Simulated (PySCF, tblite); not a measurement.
# Ga9H7O17: electronic excitations

Wanted: electronic excitations for Ga9H7O17.

Computed with tblite 0.8.0 and PySCF 2.14.0 and routines of our own; the level stands in each step. Atoms count from 0.

## 1. The system as given

33 atoms, charge 0, multiplicity 1; geometry from: force field, distance geometry or constructed start.

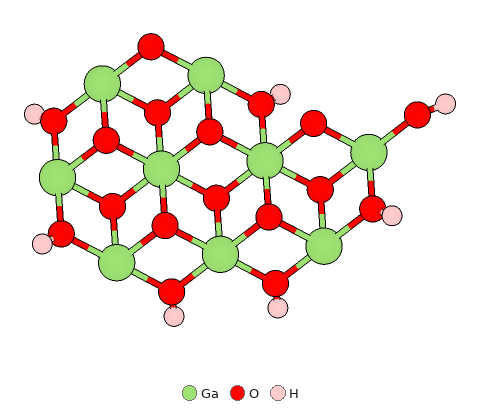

The starting geometry (gallium green, oxygen red, hydrogen pink); sticks join atoms by distance alone.

## 2. Relaxing the molecule with GFN2-xTB

Job settings and geometry (Å):

```
{"job": {"kind": "relax", "xc": "GFN2-xTB", "basis": "xTB"}, "charge": 0, "multiplicity": 1}
Ga    -1.890800    -1.067400     0.056500
Ga    -1.898900     4.133200     0.051200
Ga    -3.390500     1.530200     0.059100
Ga     1.103600    -1.061200     0.051900
Ga     2.603300    -3.664900     0.061500
Ga    -0.399000    -3.664200     0.055500
Ga     1.104400     4.132300     0.054800
Ga     2.607700     1.535200     0.059600
Ga    -0.393000     1.530400     0.057700
O     -3.398500    -0.200400    -0.940300
O     -1.897800    -2.798900    -0.944000
O     -1.898200     0.664500     1.058100
O     -0.399100    -0.198900    -0.936900
O     -0.393500    -1.932200     1.055400
O     -1.897900     2.403600    -0.941700
O     -3.397600     3.265100     1.064400
O     -0.395300     4.998500    -0.941000
O     -0.396800     3.261100     1.057100
O      2.603700    -0.197800    -0.939400
O      1.107100    -2.796800    -0.939200
O      1.102000     0.670300     1.059600
O      2.603400    -1.930100     1.057900
O      4.107700    -4.525100     1.064700
O      1.100100    -4.534000     1.056600
O      1.104800     2.401100    -0.941000
O      2.598200     3.263600     1.060600
H      4.774800    -5.094100     0.620900
H     -3.951900     3.585900     1.800100
H     -2.450700    -3.118000    -1.684700
H      3.161000    -0.520000    -1.679300
H     -0.392100     5.638700    -1.683800
H     -3.953200    -0.519100    -1.682500
H      1.103300    -5.171200     1.797000
```

Run with:

```bash
$ OMP_NUM_THREADS=8 python large_run.py task.json out
```

The driver reads the jobs from task.json and runs them one after another.

Output:

```text
step      E/eV     max force
  0   -2292.60465    3.289
  1   -2293.83811    2.890
  2   -2296.87205    1.429
  3   -2297.17280    1.703
  4   -2297.55607    0.987
  5   -2297.82729    1.095
  6   -2297.98167    0.828
  7   -2298.12272    0.752
  8   -2298.26389    0.672
  9   -2298.41139    0.823
 10   -2298.53206    0.851
 11   -2298.63308    0.751
 12   -2298.70094    0.463
 13   -2298.74631    0.433
 14   -2298.78788    0.410
 15   -2298.82811    0.548
 16   -2298.86749    0.476
 17   -2298.90124    0.428
 18   -2298.92990    0.400
 19   -2298.95611    0.447
 20   -2298.98277    0.463
 21   -2299.01121    0.492
 22   -2299.03740    0.443
 23   -2299.05865    0.563
 24   -2299.07600    0.455
 25   -2299.09361    0.276
 26   -2299.10798    0.167
 27   -2299.11338    0.141
 28   -2299.12054    0.151
 29   -2299.12504    0.155
 30   -2299.12974    0.162
 31   -2299.13451    0.151
 32   -2299.13986    0.134
 33   -2299.14468    0.116
 34   -2299.14854    0.153
 35   -2299.15181    0.148
 36   -2299.15511    0.124
 37   -2299.15858    0.132
 38   -2299.16190    0.124
 39   -2299.16511    0.116
 40   -2299.16763    0.086
 41   -2299.16946    0.088
 42   -2299.17073    0.077
 43   -2299.17196    0.077
 44   -2299.17311    0.078
 45   -2299.17412    0.063
 46   -2299.17489    0.055
 47   -2299.17564    0.063
 48   -2299.17651    0.073
 49   -2299.17748    0.073
 50   -2299.17835    0.051
 51   -2299.17905    0.050
 52   -2299.17968    0.048
 53   -2299.18031    0.045
 54   -2299.18094    0.052
 55   -2299.18158    0.050
 56   -2299.18225    0.055
 57   -2299.18293    0.053
 58   -2299.18355    0.045
 59   -2299.18408    0.043
 60   -2299.18455    0.041
 61   -2299.18501    0.051
 62   -2299.18544    0.043
 63   -2299.18582    0.040
 64   -2299.18615    0.038
 65   -2299.18645    0.039
 66   -2299.18676    0.042
 67   -2299.18708    0.039
 68   -2299.18742    0.045
 69   -2299.18779    0.038
 70   -2299.18816    0.035
 71   -2299.18852    0.038
 72   -2299.18887    0.038
 73   -2299.18922    0.037
 74   -2299.18958    0.042
 75   -2299.18991    0.032
 76   -2299.19016    0.031
 77   -2299.19037    0.025
 78   -2299.19056    0.029
 79   -2299.19075    0.026
 80   -2299.19092    0.025
 81   -2299.19108    0.028
 82   -2299.19125    0.025
 83   -2299.19143    0.027
 84   -2299.19161    0.036
 85   -2299.19178    0.033
 86   -2299.19195    0.022
 87   -2299.19212    0.024
 88   -2299.19229    0.023
 89   -2299.19242    0.024
 90   -2299.19252    0.020
```

Run time: 8.8 s. Hardware: 8 threads of Intel Xeon Platinum 8488C, shared host; peak memory 0.16 GiB.

Step by step:

```tsv
step	energy from step 0 (eV)	largest force (eV/Å)
0	0.0000	3.2894
1	-1.2335	2.8905
2	-4.2674	1.4288
3	-4.5681	1.7023
4	-4.9514	0.9871
5	-5.2226	1.0947
6	-5.3770	0.8284
7	-5.5181	0.7519
8	-5.6592	0.6723
15	-6.2235	0.5479
22	-6.4327	0.4437
29	-6.5204	0.1552
36	-6.5505	0.1241
43	-6.5673	0.0769
50	-6.5737	0.0510
57	-6.5783	0.0528
64	-6.5815	0.0385
71	-6.5839	0.0382
78	-6.5859	0.0296
86	-6.5873	0.0221
87	-6.5875	0.0238
88	-6.5876	0.0232
89	-6.5878	0.0237
90	-6.5879	0.0199
```

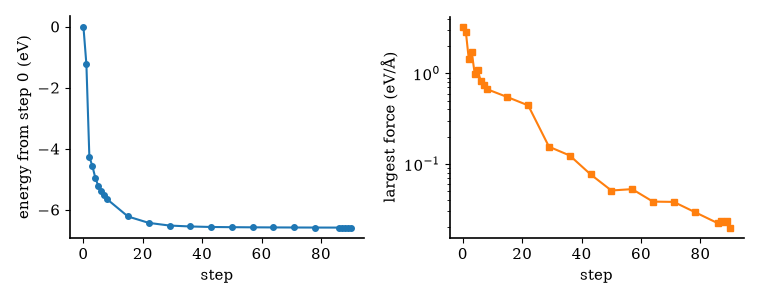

Energy and largest force along the relaxation.

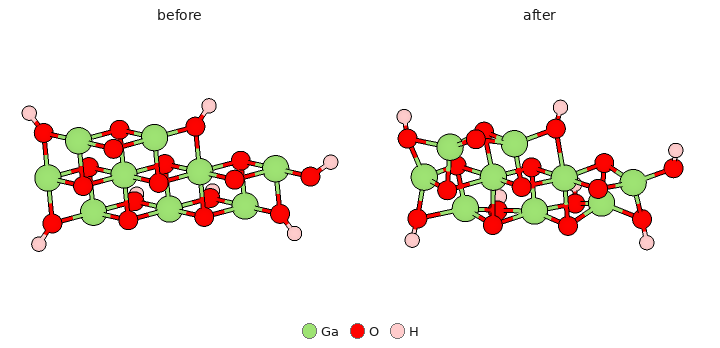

The geometry before (left) and after (right).

Close pairs (by a distance rule), those that changed most:

```tsv
bond	before (Å)	after (Å)	change (Å)
Ga6–Ga7	3.001	2.556	-0.445
Ga7–Ga8	3.001	2.659	-0.342
Ga4–Ga5	3.002	2.663	-0.339
Ga0–Ga5	2.995	2.659	-0.336
Ga0–Ga8	2.999	2.669	-0.330
Ga0–O9	2.005	2.332	+0.328
Ga1–Ga2	3.000	2.687	-0.313
Ga3–Ga4	3.005	2.711	-0.294
```

The next job starts from the end point, and lists it.

## 3. Electronic excitations: TDDFT CAM-B3LYP/def2-SVP

Job settings and geometry (Å):

```
{"job": {"kind": "uv", "basis": "def2-SVP", "grid": 1, "kgrid": 0, "vcut": 1.5, "nstates": 6, "ntriplets": 2, "tda": false, "delta": ["ip_vertical"], "pop": true, "xc": "CAM-B3LYP"}, "charge": 0, "multiplicity": 1}
Ga    -1.552688    -0.989699     0.276878
Ga    -1.693928     3.684995    -0.089328
Ga    -3.013906     1.345403    -0.042792
Ga     1.325970    -1.014690     0.397344
Ga     2.391151    -3.503210     0.540412
Ga    -0.214769    -3.275183     0.040500
Ga     1.016725     3.757303     0.106755
Ga     2.381078     1.596478     0.135417
Ga    -0.265182     1.340361     0.088924
O     -3.536760    -0.250822    -0.701190
O     -1.847104    -2.837286    -0.759783
O     -1.921020     0.614110     1.163330
O     -0.270521    -0.277281    -0.822012
O     -0.487332    -1.985970     1.311368
O     -1.893649     2.238941    -1.149892
O     -3.448893     3.193816     0.693463
O     -0.475519     4.952553    -0.829695
O     -0.448902     3.217561     1.119867
O      2.924025     0.072879    -0.677743
O      1.243951    -2.732407    -0.825926
O      1.166029     0.724478     1.210218
O      2.550951    -1.952121     1.359379
O      3.589527    -4.704955     0.231430
O      0.682017    -4.641085     0.936918
O      0.958099     2.303850    -1.058951
O      2.697201     3.373174     0.606357
H      4.472246    -4.411976    -0.009218
H     -3.620506     3.318825     1.637804
H     -1.954630    -2.831094    -1.720129
H      3.060197    -0.042401    -1.626898
H     -0.426279     5.143689    -1.775933
H     -3.868456    -0.448875    -1.584762
H      0.471217    -4.960367     1.824237
```

Method: TDDFT CAM-B3LYP/def2-SVP, vertical, gas phase, core orbitals frozen in the response, virtual orbitals cut by energy.

Output:

```text
start: PBE on a coarse grid of 158029 points
cycle   1  E = -18597.9396379071  dE =  2.065e+00  |g| = 3.867e+00  |ddm| = 8.280e+00
cycle   2  E = -18579.2342990924  dE =  1.871e+01  |g| = 9.024e+00  |ddm| = 2.012e+01
cycle   3  E = -18586.2207474857  dE = -6.986e+00  |g| = 5.299e+00  |ddm| = 1.871e+01
cycle   4  E = -18600.0923614547  dE = -1.387e+01  |g| = 1.264e+00  |ddm| = 8.557e+00
cycle   5  E = -18600.1266994799  dE = -3.434e-02  |g| = 1.276e+00  |ddm| = 2.919e+00
cycle   6  E = -18600.4171241752  dE = -2.904e-01  |g| = 3.973e-01  |ddm| = 1.523e+00
cycle   7  E = -18600.4450761548  dE = -2.795e-02  |g| = 1.598e-01  |ddm| = 6.002e-01
cycle   8  E = -18600.4491895123  dE = -4.113e-03  |g| = 7.630e-02  |ddm| = 2.137e-01
cycle   9  E = -18600.4501254014  dE = -9.359e-04  |g| = 3.148e-02  |ddm| = 1.048e-01
cycle  10  E = -18600.4502669746  dE = -1.416e-04  |g| = 1.780e-02  |ddm| = 4.707e-02
cycle  11  E = -18600.4503197664  dE = -5.279e-05  |g| = 6.608e-03  |ddm| = 2.220e-02
final grid: 158029 points
cycle  12  E = -18605.0444877482  dE = -3.354e-02  |g| = 2.072e-01  |ddm| = 8.623e-01
cycle  13  E = -18605.0423652665  dE =  2.122e-03  |g| = 2.276e-01  |ddm| = 3.636e-01
cycle  14  E = -18605.0514923931  dE = -9.127e-03  |g| = 4.021e-02  |ddm| = 2.443e-01
cycle  15  E = -18605.0517438500  dE = -2.515e-04  |g| = 1.180e-02  |ddm| = 3.709e-02
cycle  16  E = -18605.0517541064  dE = -1.026e-05  |g| = 6.234e-03  |ddm| = 1.865e-02
cycle  17  E = -18605.0517664451  dE = -1.234e-05  |g| = 1.345e-03  |ddm| = 6.609e-03
cycle  18  E = -18605.0517623305  dE =  4.115e-06  |g| = 4.427e-04  |ddm| = 1.889e-03
cycle  19  E = -18605.0517569654  dE =  5.365e-06  |g| = 2.401e-04  |ddm| = 7.812e-04
cycle  20  E = -18605.0517679181  dE = -1.095e-05  |g| = 4.888e-05  |ddm| = 4.367e-04
cycle  21  E = -18605.0517648574  dE =  3.061e-06  |g| = 4.454e-05  |ddm| = 1.482e-04
converged SCF energy = -18605.0517648574

Static polarisability (au): isotropic 205.374, principal 146.129 213.131 256.861

Singlet excitations
state   eV       nm        f      main configurations
  1   4.2171    294.0   0.01030   H-2->L 0.40, H-3->L 0.17, H-2->L+1 0.14
  2   4.5575    272.0   0.01367   H-7->L 0.21, H-5->L 0.16, H-3->L 0.15
  3   4.8024    258.2   0.00040   H->L 0.75
  4   4.8575    255.2   0.00158   H-1->L 0.29, H-6->L 0.18, H-7->L 0.10
  5   4.9607    249.9   0.02072   H-6->L 0.33, H-1->L 0.16, H-8->L 0.10
  6   5.0322    246.4   0.00518   H-1->L 0.33, H-4->L 0.27

Triplet excitations (Tamm-Dancoff, eV): 3.8668 4.2966
```

Wall time 3.2 min (8 threads of Intel Xeon Platinum 8488C, shared host); peak memory 4.7 GiB.

Warnings kept with the result: ip_vertical: open-shell SCF did not converge.

The orbitals next to the gap, with their largest atomic shares:

```tsv
orbital	eV	atoms
HOMO−4	-9.04	O12 20 %, O22 18 %, O13 14 %
HOMO−3	-8.99	O25 18 %, O24 16 %, O12 15 %
HOMO−2	-8.87	O25 27 %, O24 22 %, O12 15 %
HOMO−1	-8.36	O21 60 %, O19 22 %, Ga4 5 %
HOMO	-8.21	O21 73 %, O19 7 %, Ga4 6 %
LUMO	-1.93	Ga1 34 %, Ga2 16 %, Ga6 13 %
LUMO+1	-0.86	Ga2 29 %, Ga6 26 %, Ga7 5 %
LUMO+2	-0.44	Ga1 25 %, Ga6 13 %, Ga7 8 %
LUMO+3	0.12	Ga5 26 %, Ga2 14 %, Ga1 7 %
```

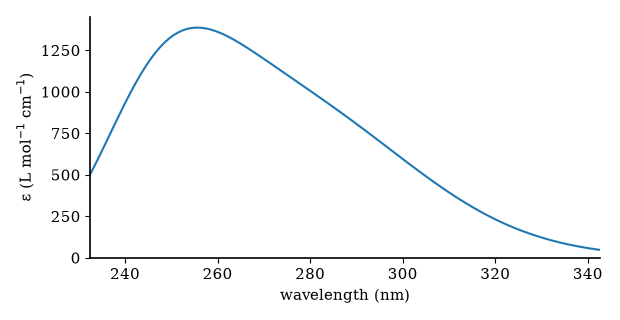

Absorption spectrum: each of the 6 states is a Gaussian band of 0.4 eV half-width at 1/e. Beyond the last state computed it falls off for lack of states.

Ground-state properties from the same run:

```tsv
property	computed
dipole moment (D)	12.44
polarisability (Å³)	30.43
HOMO–LUMO gap (eV)	6.28
−ε(HOMO) (eV)	8.21
```

## 4. What came out

```
                                quantity                        value
     lowest singlet (CAM-B3LYP/def2-SVP)  4.22 eV (294 nm), f = 0.010
brightest single state of those computed  state 5, 4.96 eV, f = 0.021
                          lowest triplet                      3.87 eV
```

In words: The lowest singlet, at 4.22 eV, is HOMO−2→LUMO 0.40, HOMO−3→LUMO 0.17 and is weak; of the 6 states computed, the strongest absorption comes from state 5 at 4.96 eV. The lowest triplet lies 0.35 eV below the lowest singlet (triplets in Tamm-Dancoff, singlets in full TDDFT).
